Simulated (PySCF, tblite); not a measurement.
# C₈H₁₄OSi: geometry, infrared bands and NMR shifts

Wanted: the infrared bands and NMR shifts of C₈H₁₄OSi (`CC(=O)C#CCC[SiH](C)C`), by calculation.

The runs use tblite 0.8.0 and PySCF 2.14.0, with density-fitted response routines of our own; the level of theory stands in each step. All values are computed, except where a source is named. Atoms count from 0, in the outputs and in this text.

## 1. The molecule as given

24 atoms, charge 0, multiplicity 1; geometry from: force field or distance geometry start.

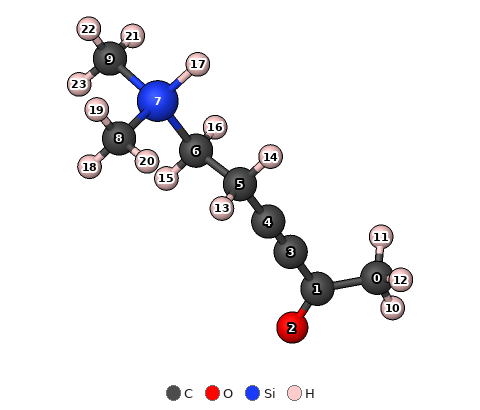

As it starts; carbon dark grey, oxygen red, silicon blue, hydrogen pink, atoms numbered; sticks join atoms by distance.

## 2. Relaxing the molecule with GFN2-xTB

The job: settings as JSON, then the geometry in Å.

```
{"job": {"kind": "relax", "xc": "GFN2-xTB", "basis": "xTB"}, "charge": 0, "multiplicity": 1}
C      5.123000     0.257500     0.269700
C      4.112300    -0.777200    -0.150100
O      4.418100    -1.806200    -0.746400
C      2.739600    -0.519600     0.215200
C      1.594600    -0.318400     0.531500
C      0.187000    -0.071700     0.884200
C     -0.659900     0.167000    -0.365400
Si    -2.481000     0.504400    -0.020600
C     -3.279700    -0.968800     0.798900
C     -3.368300     0.924600    -1.605400
H      6.110600    -0.042600    -0.058700
H      4.862200     1.214600    -0.193700
H      5.113100     0.364800     1.369100
H     -0.184500    -0.930400     1.450600
H      0.133700     0.806500     1.556300
H     -0.593200    -0.704600    -1.014900
H     -0.258100     1.020100    -0.920200
H     -2.576000     1.658300     0.892400
H     -3.214400    -1.852900     0.171800
H     -4.338900    -0.772400     0.999600
H     -2.805600    -1.184000     1.758000
H     -2.911200     1.803900    -2.082600
H     -4.412300     1.159300    -1.411500
H     -3.322800     0.087300    -2.320300
```

The run is started by

```bash
$ OMP_NUM_THREADS=1 python probes_run.py task.json out
```

This one command runs all jobs of the session in turn.

Output:

```text
step      E/eV     max force
  0    -815.55839    1.457
  1    -815.59264    1.612
  2    -815.62192    1.046
  3    -815.62889    0.936
  4    -815.64200    0.219
  5    -815.65245    0.280
  6    -815.65955    0.320
  7    -815.66343    0.164
  8    -815.66541    0.087
  9    -815.66658    0.095
 10    -815.66729    0.076
 11    -815.66785    0.056
 12    -815.66831    0.048
 13    -815.66863    0.052
 14    -815.66882    0.040
 15    -815.66895    0.027
 16    -815.66909    0.035
 17    -815.66928    0.042
 18    -815.66953    0.054
 19    -815.66982    0.047
 20    -815.67011    0.046
 21    -815.67035    0.043
 22    -815.67049    0.027
 23    -815.67058    0.024
 24    -815.67066    0.022
 25    -815.67074    0.031
 26    -815.67084    0.027
 27    -815.67092    0.020
 28    -815.67098    0.020
 29    -815.67105    0.019
 30    -815.67112    0.022
 31    -815.67119    0.020
 32    -815.67126    0.020
 33    -815.67132    0.022
 34    -815.67141    0.035
 35    -815.67153    0.038
 36    -815.67165    0.024
 37    -815.67175    0.019
 38    -815.67183    0.019
 39    -815.67190    0.025
 40    -815.67195    0.016
 41    -815.67198    0.009
```

Wall time 0.72 s (1 thread of Arm Neoverse N1, shared host); peak memory 0.18 GiB.

Step by step: (not every step is listed)

```csv
step,energy from step 0 (eV),largest force (eV/Å)
0,0.0000,1.4569
1,-0.0342,1.6125
2,-0.0635,1.0461
3,-0.0705,0.9363
4,-0.0836,0.2191
5,-0.0941,0.2805
6,-0.1012,0.3202
7,-0.1050,0.1641
8,-0.1070,0.0871
10,-0.1089,0.0764
12,-0.1099,0.0478
14,-0.1104,0.0399
16,-0.1107,0.0350
18,-0.1111,0.0540
20,-0.1117,0.0460
22,-0.1121,0.0266
24,-0.1123,0.0224
26,-0.1124,0.0267
28,-0.1126,0.0199
30,-0.1127,0.0221
32,-0.1129,0.0196
34,-0.1130,0.0355
36,-0.1133,0.0243
37,-0.1134,0.0188
38,-0.1134,0.0189
39,-0.1135,0.0250
40,-0.1136,0.0162
41,-0.1136,0.0095
```

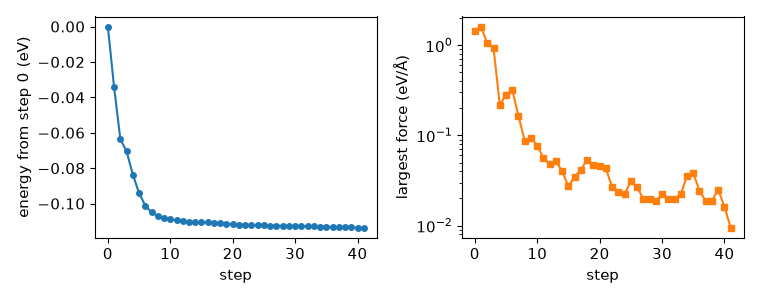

Energy and largest force along the relaxation.

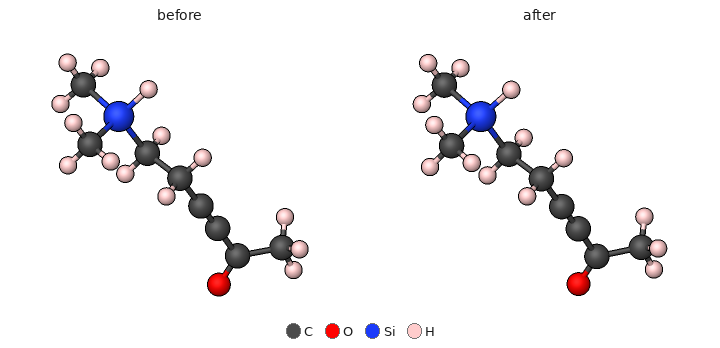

The geometry before (left) and after (right).

Close pairs (by a distance rule), those that changed most:

```csv
bond,before (Å),after (Å),change (Å)
Si7–C8,1.865,1.903,+0.038
Si7–C9,1.864,1.900,+0.035
C6–Si7,1.884,1.912,+0.028
C4–C5,1.472,1.444,-0.028
C1–O2,1.228,1.208,-0.020
C0–H12,1.105,1.088,-0.016
C9–H23,1.102,1.086,-0.016
C9–H21,1.100,1.086,-0.014
```

The next job starts from the end point, and lists it.

## 3. Infrared spectrum with GFN2-xTB

The job: settings as JSON, then the geometry in Å.

```
{"job": {"kind": "ir", "xc": "GFN2-xTB", "basis": "xTB"}, "charge": 0, "multiplicity": 1}
C      5.059678     0.250739     0.270122
C      4.074068    -0.806982    -0.167579
O      4.382153    -1.796278    -0.789421
C      2.724299    -0.521785     0.226918
C      1.581291    -0.328007     0.556574
C      0.202619    -0.060236     0.892124
C     -0.621900     0.174009    -0.378915
Si    -2.461226     0.535274    -0.000074
C     -3.256854    -0.982659     0.827460
C     -3.357536     0.939286    -1.625457
H      6.064119    -0.024297    -0.041211
H      4.785867     1.206585    -0.172824
H      5.023634     0.358965     1.352565
H     -0.196609    -0.916113     1.442255
H      0.148569     0.818634     1.540325
H     -0.528745    -0.703215    -1.021835
H     -0.182237     1.006300    -0.931381
H     -2.533258     1.690452     0.916612
H     -3.172848    -1.867178     0.201308
H     -4.313506    -0.813549     1.012129
H     -2.794287    -1.212002     1.783153
H     -2.920762     1.803232    -2.116586
H     -4.404773     1.160142    -1.444969
H     -3.313491     0.108446    -2.323736
```

Output:

```text
mode    cm-1     km/mol
  1      -4.6      5.46
  2      30.4      1.41
  3      49.3      0.83
  4      54.8      0.01
  5      89.4      0.16
  6     105.8      2.29
  7     111.1      0.64
  8     122.2      0.25
  9     124.9      0.20
 10     161.7      1.73
 11     197.0      0.67
 12     213.3      5.61
 13     239.6      2.59
 14     293.5      0.68
 15     388.4      6.13
 16     443.6      1.89
 17     562.7     10.19
 18     565.5      6.26
 19     617.3     67.82
 20     628.5     91.44
 21     667.4     10.38
 22     709.3     19.75
 23     727.4     61.20
 24     753.0      4.86
 25     760.5     10.77
 26     799.0      0.41
 27     833.5    192.31
 28     835.1    109.00
 29     863.6    315.06
 30     908.9     31.11
 31     971.0     60.35
 32     985.1     25.65
 33    1038.6     39.92
 34    1071.9     44.31
 35    1116.8      7.12
 36    1214.1     50.92
 37    1240.4     91.55
 38    1250.2      3.28
 39    1321.6     12.79
 40    1364.5     26.16
 41    1374.6     17.83
 42    1377.1      7.65
 43    1448.0      1.28
 44    1451.1     12.97
 45    1454.0      8.94
 46    1480.3      1.43
 47    1484.4      1.10
 48    1487.0      0.41
 49    1488.8      0.13
 50    1493.5      0.88
 51    1734.8    425.64
 52    2150.0    346.30
 53    2336.7    328.09
 54    2946.9     15.96
 55    2963.6     24.32
 56    2975.8     54.65
 57    2989.3     27.39
 58    3023.5     11.98
 59    3030.2     16.74
 60    3030.6      4.91
 61    3037.2     32.25
 62    3039.0     40.41
 63    3043.6      5.51
 64    3047.3     35.27
 65    3049.6     37.98
 66    3054.4     18.38
```

It took 2.2 s on 1 thread of Arm Neoverse N1, shared host; peak memory 0.18 GiB.

Which atoms move in the most intense modes:

```csv
cm⁻¹,km/mol,atoms
628,91.4,H17 74 %
834,192.3,"Si7 21 %, H21 20 %, H20 15 %, C9 10 %"
835,109.0,"H18 21 %, H20 19 %, H23 17 %, C8 10 %"
864,315.1,"H22 21 %, Si7 18 %, H19 17 %"
1240,91.5,"C1 39 %, C4 14 %, C3 13 %"
1735,425.6,"C1 62 %, O2 37 %"
2150,346.3,H17 97 %
2337,328.1,"C4 51 %, C3 48 %"
```

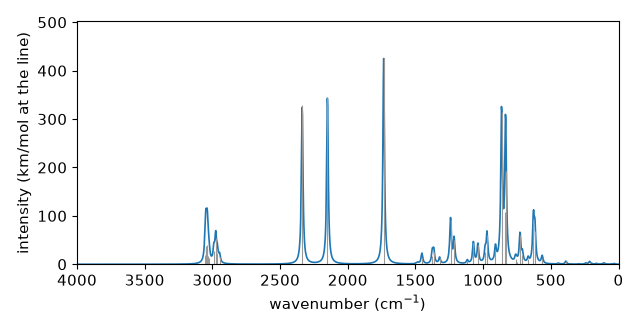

The infrared spectrum from these modes, unscaled. Lines are broadened to a width of 14 cm⁻¹ (Lorentzian).

## 4. Nuclear shieldings: PBE0/pcSseg-1

Settings changed since step 3:

```diff
@@ -1,2 +1,2 @@
-{"job": {"kind": "ir", "xc": "GFN2-xTB", "basis": "xTB"}, "charge": 0, "multiplicity": 1}
+{"job": {"kind": "nmr", "xc": "PBE0", "basis": "pcSseg-1"}, "charge": 0, "multiplicity": 1}
 C      5.059678     0.250739     0.270122
```

With the program's defaults for keys left out, this is: GIAO PBE0/pcSseg-1 NMR shielding, non-relativistic, gas phase.

Output:

```text
coarse grid: 20080 points
cycle   1  E = -677.0580842605  dE =  1.106e+00  |g| = 9.144e-01  |ddm| = 4.606e+00
cycle   2  E = -676.6550073530  dE =  4.031e-01  |g| = 1.692e+00  |ddm| = 3.190e+00
cycle   3  E = -677.2198732532  dE = -5.649e-01  |g| = 2.924e-01  |ddm| = 2.535e+00
cycle   4  E = -677.2392086159  dE = -1.934e-02  |g| = 5.743e-02  |ddm| = 3.368e-01
cycle   5  E = -677.2398647653  dE = -6.561e-04  |g| = 1.857e-02  |ddm| = 6.846e-02
cycle   6  E = -677.2399232305  dE = -5.847e-05  |g| = 1.103e-02  |ddm| = 2.300e-02
cycle   7  E = -677.2399522596  dE = -2.903e-05  |g| = 2.622e-03  |ddm| = 9.272e-03
cycle   8  E = -677.2399536845  dE = -1.425e-06  |g| = 6.187e-04  |ddm| = 3.229e-03
final grid: 188008 points
cycle   9  E = -677.3111827981  dE = -3.079e-05  |g| = 1.345e-02  |ddm| = 5.816e-02
cycle  10  E = -677.3111054218  dE =  7.738e-05  |g| = 2.402e-02  |ddm| = 3.495e-02
cycle  11  E = -677.3112193644  dE = -1.139e-04  |g| = 3.615e-03  |ddm| = 2.534e-02
cycle  12  E = -677.3112220903  dE = -2.726e-06  |g| = 2.392e-04  |ddm| = 3.407e-03
cycle  13  E = -677.3112221003  dE = -9.999e-09  |g| = 1.225e-04  |ddm| = 4.273e-04
cycle  14  E = -677.3112221030  dE = -2.718e-09  |g| = 7.011e-05  |ddm| = 1.603e-04
cycle  15  E = -677.3112221042  dE = -1.145e-09  |g| = 1.761e-05  |ddm| = 6.503e-05
cycle  16  E = -677.3112221042  dE = -7.503e-11  |g| = 3.679e-06  |ddm| = 1.920e-05
converged SCF energy = -677.3112221042

GIAO shielding tensors (ppm)
atom      isotropic    diamagn.    paramagn.     s11        s22        s33       span
  0 C      150.476     253.684    -103.208    127.154    131.452    192.823     65.669
  1 C       -0.713     249.464    -250.177   -100.000     -4.752    102.613    202.613
  2 O     -362.157     397.912    -760.069   -970.814   -465.296    349.639   1320.453
  3 C      101.548     264.893    -163.345     12.184     26.441    266.019    253.835
  4 C       84.029     260.699    -176.670      1.256     24.450    226.382    225.127
  5 C      169.811     259.257     -89.446    158.268    170.047    181.117     22.849
  6 C      168.474     258.466     -89.992    157.143    163.614    184.663     27.520
  7 Si     363.798     881.976    -518.177    335.108    369.757    386.530     51.422
  8 C      191.843     253.804     -61.961    188.404    192.488    194.638      6.234
  9 C      190.174     252.704     -62.530    185.601    190.467    194.454      8.853
 10 H       29.686      25.684       4.003     26.551     27.483     35.026      8.475
 11 H       29.315      30.716      -1.400     26.289     29.761     31.895      5.606
 12 H       29.317      28.903       0.414     26.260     29.584     32.108      5.849
 13 H       29.386      34.111      -4.724     23.075     30.731     34.353     11.277
 14 H       29.448      33.558      -4.109     23.440     30.042     34.863     11.423
 15 H       30.746      36.662      -5.916     26.420     30.853     34.966      8.545
 16 H       30.750      36.342      -5.592     25.596     31.208     35.447      9.851
 17 H       27.402      30.724      -3.323     24.463     25.724     32.018      7.555
 18 H       31.751      32.022      -0.272     27.780     29.127     38.345     10.566
 19 H       31.585      27.719       3.866     26.814     28.551     39.390     12.576
 20 H       31.531      32.398      -0.867     26.337     30.011     38.244     11.908
 21 H       31.569      31.170       0.398     26.672     29.166     38.869     12.197
 22 H       31.585      27.102       4.483     26.781     28.620     39.353     12.572
 23 H       31.616      31.261       0.355     27.413     29.487     37.949     10.536
```

It took 1.8 min on 1 thread of Arm Neoverse N1, shared host; peak memory 1.1 GiB.

Shifts follow as δ = σ(reference) − σ, with reference shieldings (ppm) from runs at the same level and on the same kind of geometry: 1H TMS 31.72, 13C TMS 186.9, 29Si TMS 349.2, 17O H2O 336.1. The references are single molecules in the gas phase, so shifts against H2O, NH3, PH3, H3PO4 or CFCl3 are not on the usual liquid scales and can be off by tens of ppm. Atoms listed in one row are averaged.

```csv
atoms,environment,σ (ppm),δ (ppm),δ scaled to CDCl3
C1,carbonyl carbon of an ynone,-0.7,187.6,181.2
C4,alkyne carbon,84.0,102.9,98.5
C3,alkyne carbon,101.5,85.4,81.4
C0,methyl carbon α to a carbonyl,150.5,36.4,33.7
C6,sp3 CH2 bonded to Si,168.5,18.5,16.1
C5,propargylic sp3 CH2,169.8,17.1,14.8
"C8, C9",methyl carbon bonded to Si,191.0,-4.1,-5.9
H17,hydrogen on a silicon bonded to 3 C,27.40,4.32,–
"H13, H14",hydrogen on a propargylic sp3 CH2,29.42,2.30,2.27
"H10, H11, H12",hydrogen on a methyl carbon α to a carbonyl,29.44,2.28,2.25
"H15, H16",hydrogen on an sp3 CH2 bonded to Si,30.75,0.97,1.02
"H18, H19, H20, H21, H22, H23",hydrogen on a methyl carbon bonded to Si,31.61,0.11,0.21
O2,ketone oxygen,-362.2,698.2,–
Si7,"silicon bonded to 3 C, H",363.8,-14.6,–
```

The scaled column applies a straight-line fit of computed shieldings to shifts measured in CDCl3 (root-mean-square error 0.16 ppm for H, 1.9 ppm for C).

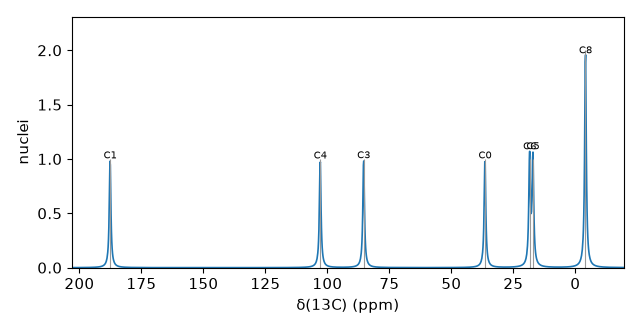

13C lines at the computed shifts, without couplings. Lines are broadened to a width of 0.77 ppm (Lorentzian).

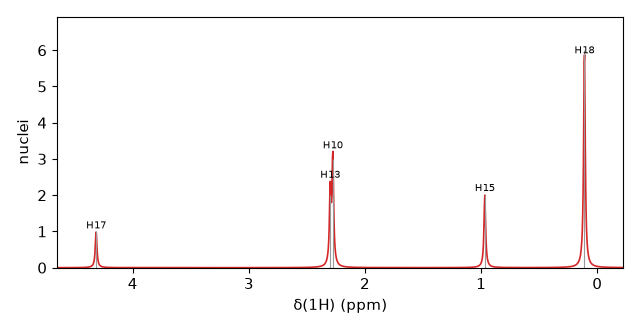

1H lines at the computed shifts, without couplings. Lines are broadened to a width of 0.02 ppm (Lorentzian).

Charges from the same density, by scheme (e):

```csv
atoms,Mulliken,IAO,Hirshfeld,ESP fit
C0,-0.28,-0.47,-0.12,-0.71
C1,0.14,0.38,0.16,0.91
O2,-0.34,-0.40,-0.23,-0.52
C3,-0.08,-0.13,-0.07,-0.53
C4,0.00,0.02,-0.01,0.15
C5,-0.21,-0.27,-0.05,-0.14
C6,-0.55,-0.53,-0.15,-0.20
Si7,0.79,0.92,0.38,0.75
"C8, C9",-0.63,-0.72,-0.21,-0.70
```

Hirshfeld charges:

C0 -0.12; C1 0.16; O2 -0.23; C3 -0.07; C4 -0.01; C5 -0.05; C6 -0.15; Si7 0.38; C8 -0.21; C9 -0.21; H10 0.05; H11 0.05; H12 0.05; H13 0.06; H14 0.05; H15 0.04; H16 0.04; H17 -0.09; H18 0.04; H19 0.04; H20 0.04; H21 0.04; H22 0.04; H23 0.04

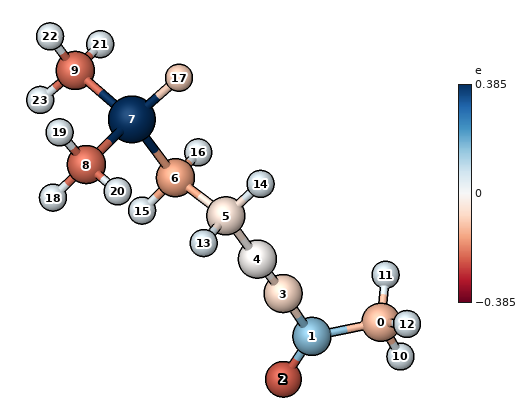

Hirshfeld charges, as colours on the atoms.

Mayer bond orders: C0–C1 1.02, C1–O2 1.98, C1–C3 1.00, C3–C4 2.34, C4–C5 1.21, C5–C6 1.03, C6–Si7 0.88, Si7–C8 0.96, Si7–C9 0.97.

## 5. Results

| quantity | value |
| --- | --- |
| strongest single infrared mode (GFN2-xTB) | 1735 cm⁻¹, 426 km/mol |
| zero-point energy (GFN2-xTB) | 120.7 kcal/mol |
| 13C shifts against TMS (PBE0/pcSseg-1, means over atoms taken as alike) | 187.6, 102.9, 85.4, 36.4, 18.5, 17.1, -4.1 ppm |
| 1H shifts against TMS (PBE0/pcSseg-1, means over atoms taken as alike) | 4.32, 2.30, 2.28, 0.97, 0.11 ppm |
| 17O shifts against H2O (PBE0/pcSseg-1) | 698.2 ppm |
| 29Si shifts against TMS (PBE0/pcSseg-1) | -14.6 ppm |

**Reading.** Relaxing lowered the energy by 0.114 eV in 41 steps; the close pair that moved most is Si7–C8, from 1.865 to 1.903 Å. The lowest mode is slightly imaginary (5i cm⁻¹), a soft motion within the noise of the Hessian, so the minimum is not strictly shown. The strongest single mode, at 1735 cm⁻¹, moves mainly C1 and O2. GFN2-xTB is a fitted tight-binding method: band positions and strengths are rough. Its intensities can rank the bands wrongly. At PBE0/pcSseg-1: Shielding is most anisotropic at O2 (span 1320 ppm, paramagnetic term -760 ppm).
